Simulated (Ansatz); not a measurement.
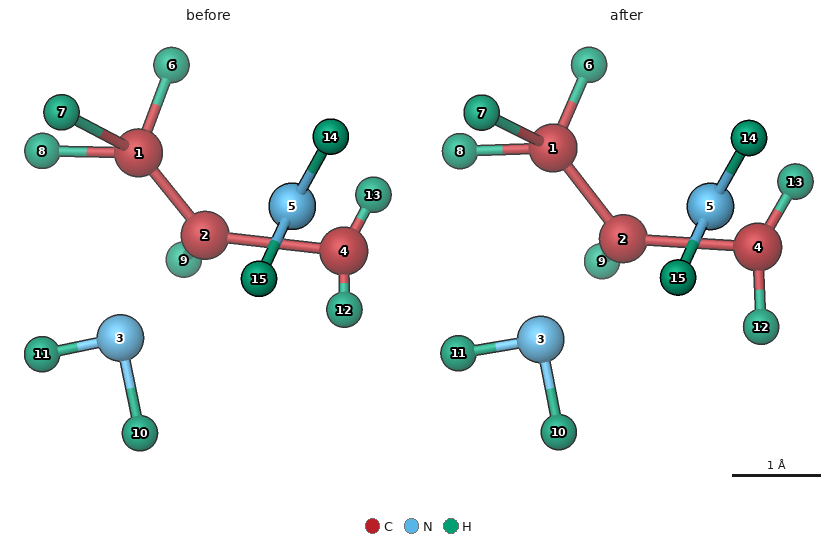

The structure of C3H10N2 before (left) and after (right) a relaxation, at one scale.

A ball-and-stick model, seen at a tilt.

These are results of RKS r2SCAN/def2-mTZVPP (Ansatz), not measurements.

Input
```yaml
crystal:
  periodic: [false, false, false]
  atoms:
    - {symbol: C, position_ang: [-1.265809, 0.311801, -0.194413]}
    - {symbol: C, position_ang: [-0.246364, -0.088527, -0.719425]}
    - {symbol: N, position_ang: [0.031302, -1.439157, 0.283438]}
    - {symbol: C, position_ang: [1.137094, 0.653655, -1.158893]}
    - {symbol: N, position_ang: [1.099390, 1.037955, 0.510760]}
    - {symbol: H, position_ang: [-1.712004, 1.276741, -0.609983]}
    - {symbol: H, position_ang: [-1.651380, 0.436419, 1.268885]}
    - {symbol: H, position_ang: [-2.124072, -0.269558, 0.191799]}
    - {symbol: H, position_ang: [-0.651229, -0.601412, -1.411074]}
    - {symbol: H, position_ang: [0.795983, -2.223900, 0.093591]}
    - {symbol: H, position_ang: [-0.581649, -2.092484, 0.527522]}
    - {symbol: H, position_ang: [1.538367, 0.112593, -1.167434]}
    - {symbol: H, position_ang: [0.972915, 1.344508, -1.365513]}
    - {symbol: H, position_ang: [1.309096, 2.063750, 1.055551]}
    - {symbol: H, position_ang: [1.650627, 0.298465, 1.358662]}
basis:
  gaussian: {orbitals: def2-mTZVPP}
hamiltonian: {xc: {name: r2SCAN}}
relax: {f_tol: 0.001, max_steps: 2}
output: {forces: true}
```

Launched with:
```bash
ansatz run in.yaml --threads 4 --pin off --events-out ev --progress --plain --max-ram 10444MiB
```

Question: Describe what moved and what it gained.

Answer: The relaxation stopped without meeting its thresholds, so the last structure isn't shown to be converged. The input was poor on purpose: steps. The atom that moves furthest after the best rigid fit is H12 (0.20 Å). Largest moves by element: H 0.20 Å, C 0.07 Å, N 0.04 Å. Near-neighbour distances that change, for instance: C4–H12 0.674 → 0.914 Å, C4–H13 0.740 → 0.887 Å, C1–C2 1.215 → 1.315 Å, C1–H7 1.518 → 1.447 Å. Among the angles between lasting bonds that change: H12–C4–H13 151.5° → 146.8°, C2–C1–H8 129.0° → 124.3°, C1–C2–C4 132.7° → 128.6°. After 1 geometry step the energy has fallen by 1292.2 kJ/mol. Largest force component: 43 eV/Å at the start, 13 eV/Å at the end. Cost: 2.5 s on 4 threads of Intel Xeon 6975P-C, on a shared host.
